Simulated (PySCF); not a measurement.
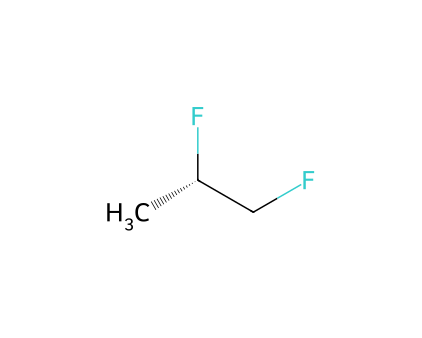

(Drawn from a calculation with PySCF.)

2D structure.

**Transcribe the drawing into SMILES.**

C[C@H](F)CF

**What is the molecular formula?**

C3H6F2.
